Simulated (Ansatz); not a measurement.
# BSiH5O: a changed input and its effect

System: BSiH5O.
Method of run 1: RKS BHLYP-D4/def2-TZVPP (Ansatz 0.2.0).

The geometry: displaced from a GFN2-xTB structure. Text and figures count atoms from 1; the logs count them from 0 in places.

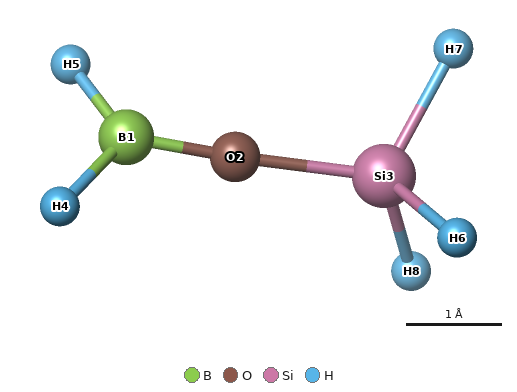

Fig. 1: The structure (ball-and-stick view, seen at a tilt; atoms are numbered from 1 in the order of the input). Bond lengths as drawn: B–H 1.20 to 1.34 Å, B–O 1.18 Å, H–Si 1.50 to 1.63 Å and O–Si 1.59 Å.

### Input, run 1
```yaml
crystal:
  periodic: [false, false, false]
  atoms:
    - {symbol: B, position_ang: [-0.381000, 0.889600, -1.264300]}
    - {symbol: O, position_ang: [-0.078300, 0.231200, -0.332200]}
    - {symbol: Si, position_ang: [0.378600, -0.588900, 0.955900]}
    - {symbol: H, position_ang: [-1.644900, 1.301900, -1.440100]}
    - {symbol: H, position_ang: [0.413300, 1.065500, -2.144100]}
    - {symbol: H, position_ang: [-0.571100, -0.352700, 2.261400]}
    - {symbol: H, position_ang: [1.792600, -0.183300, 1.434700]}
    - {symbol: H, position_ang: [0.258800, -2.065500, 0.746000]}
basis:
  gaussian: {orbitals: def2-TZVPP}
hamiltonian: {xc: {name: BHLYP}, dispersion: d4}
output: {forces: true}
```

Hardware: 4 CPU threads, shared host.

### Output (run 1)
```
Functional definition: BHLYP
  parameter a = 0.5
  exchange = (1 - a)*b88_x + a*exact_x
  correlation = lyp_c
991 factors; their error is unknown
mean field evaluation 1: about -10679.4991 eV, gradient 4.7e1 eV
mean field evaluation 2: about -10678.4383 eV, gradient 5.3e1 eV
mean field evaluation 4: about -10682.8790 eV, gradient 1.0e0 eV
mean field evaluation 8: about -10682.9405 eV, gradient 3.3e-1 eV
mean field evaluation 16: about -10682.9406 eV, gradient 1.6e-5 eV
mean field -10682.94057656 eV, -392.5908250314 hartree, gradient 1.6e-5 eV, S^2 0.000000; 0 other end points of the search recorded, 0 dependent functions left out
the calculation of the forces begins
reference -10682.94075437 eV, -392.5908315656 hartree; 16, 16 occupied and 158, 158 virtual orbitals, 991 factors
Total energy: -10683.08055801 eV, -392.5959692549 hartree
Atom 0 at    -0.381000     0.889600    -1.264300 Å, force    -4.705632     6.026550    -9.242675 eV/Å
Atom 1 at    -0.078300     0.231200    -0.332200 Å, force     2.481687    -5.507919     8.273345 eV/Å
Atom 2 at     0.378600    -0.588900     0.955900 Å, force     0.034446    -0.727855     3.575600 eV/Å
Atom 3 at    -1.644900     1.301900    -1.440100 Å, force     2.100266    -0.465731     0.359423 eV/Å
Atom 4 at     0.413300     1.065500    -2.144100 Å, force    -0.089399     0.373987    -0.094234 eV/Å
Atom 5 at    -0.571100    -0.352700     2.261400 Å, force     1.088834    -0.007766    -1.863916 eV/Å
Atom 6 at     1.792600    -0.183300     1.434700 Å, force    -1.119565    -0.306033    -0.693562 eV/Å
Atom 7 at     0.258800    -2.065500     0.746000 Å, force     0.209363     0.614766    -0.313980 eV/Å
Dipole moment:     0.173471    -0.161579     0.173195 e Å
```

For run 2 the input was changed thus:
```diff
-hamiltonian: {xc: {name: BHLYP}, dispersion: d4}
+correlation: {method: ccsd_t}
```

What does this change do to the results?

The total energies belong to different models, so their difference says nothing on which is more stable or more accurate. The largest force goes from 11.995 to 12.857 eV/Å.

### Output (run 2)
```
Functional definition: HF
  exchange = exact_x
  correlation = 0
1012 factors; integrals over basis functions are off by at most 9.6e-4 eV
mean field evaluation 1: about -10649.9411 eV, gradient 3.5e1 eV
mean field evaluation 2: about -10649.9432 eV, gradient 3.5e1 eV
mean field evaluation 4: about -10652.4281 eV, gradient 3.1e0 eV
mean field evaluation 8: about -10652.4604 eV, gradient 1.0e-1 eV
mean field evaluation 16: about -10652.4577 eV, gradient 4.0e-1 eV
mean field -10652.46045798 eV, -391.4707013337 hartree, gradient 2.3e-6 eV, S^2 0.000000; 0 other end points of the search recorded, 0 dependent functions left out
7 core orbitals not correlated: weight in the atoms' cores, before any rotation towards them, 1.000 or more for the frozen orbitals, at most 0.000 for the correlated occupied ones
reference -10652.46045798 eV, -391.4707013337 hartree; 9, 9 occupied and 158, 158 virtual orbitals, 1012 factors
too little memory for Intel AMX tiles; the run may be slower
second order -12.45792014 eV of doubles, -0.00000000 eV of singles
cycle   1  -13.05858604 eV  change   -6.0e-1 eV  update   8.0e-2
cycle   2  -13.44629832 eV  change   -3.9e-1 eV  update   2.5e-2
cycle   3  -13.51116765 eV  change   -6.5e-2 eV  update   1.1e-2
cycle   4  -13.50281622 eV  change    8.4e-3 eV  update   2.7e-3
cycle   5  -13.50310540 eV  change   -2.9e-4 eV  update   1.0e-3
cycle   6  -13.50310712 eV  change   -1.7e-6 eV  update   2.9e-4
cycle   7  -13.50299575 eV  change    1.1e-4 eV  update   8.2e-5
cycle   8  -13.50301520 eV  change   -1.9e-5 eV  update   2.8e-5
cycle   9  -13.50302569 eV  change   -1.0e-5 eV  update   8.4e-6
perturbative correction -0.41414563 eV, -0.0152195711 hartree
the calculation of the forces begins
Total energy: -10666.37762930 eV, -391.9821479464 hartree
Atom 0 at    -0.381000     0.889600    -1.264300 Å, force    -4.959055     6.561113    -9.881799 eV/Å
Atom 1 at    -0.078300     0.231200    -0.332200 Å, force     2.577706    -5.798180     8.582616 eV/Å
Atom 2 at     0.378600    -0.588900     0.955900 Å, force     0.149768    -0.894479     3.875956 eV/Å
Atom 3 at    -1.644900     1.301900    -1.440100 Å, force     1.947607    -0.425976     0.339565 eV/Å
Atom 4 at     0.413300     1.065500    -2.144100 Å, force     0.049358     0.387191    -0.235943 eV/Å
Atom 5 at    -0.571100    -0.352700     2.261400 Å, force     1.019748    -0.006330    -1.736070 eV/Å
Atom 6 at     1.792600    -0.183300     1.434700 Å, force    -0.978397    -0.274316    -0.625153 eV/Å
Atom 7 at     0.258800    -2.065500     0.746000 Å, force     0.193265     0.450978    -0.319173 eV/Å
Dipole moment:     0.169416    -0.163233     0.176974 e Å
```

### The two runs side by side

```csv
quantity,run 1,run 2
outcome,converged,converged
total energy (hartree),−392.595969,−391.982148
dipole moment (D),1.41,1.41
largest force (eV/Å),11.995,12.857
basis functions,174,174
wall time (shared host),0.95 s,46 s
```
